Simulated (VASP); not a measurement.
Band structure of Ni₃Fe (space group Pm-3m). Computed with PBE GGA, VASP's PBE PAW potentials (set 64) (plane waves; VASP).

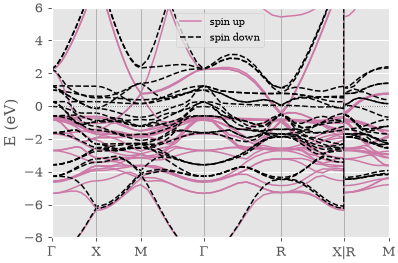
Fig. 1. Bands along high-symmetry lines, zero at the valence-band maximum or, without a gap, the Fermi level

Q: Read the plot: is there a gap, and where are the band edges?

A: It has no gap at this level: it comes out as a metal or semimetal.

The structure is a typed Ni3Fe crystal. The cell was not relaxed at this level.
